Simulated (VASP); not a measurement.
Energy against volume of Li2S (antifluorite). Computed with PBE GGA with D4 dispersion, VASP's PBE PAW potentials (set 64) (plane waves; VASP).

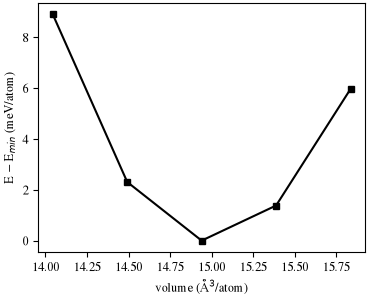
Figure: Energy against volume

Q: Estimate the equilibrium volume and the bulk modulus.

A: The minimum lies near 15.0 Å³/atom, and the curvature gives B0 of about 43 GPa.

Measured: a 5.716 Å at 293 K (computed value off by -1.3 %), as given by F. Kubel et al., Zeitschrift für Kristallographie - New Crystal Structures (1999), doi:10.1515/ncrs-1999-0303. The calculation is for a static lattice, while the measured a holds thermal and zero-point effects, which are part of the difference.

The compound is Li2S in the antifluorite structure. It was relaxed first.
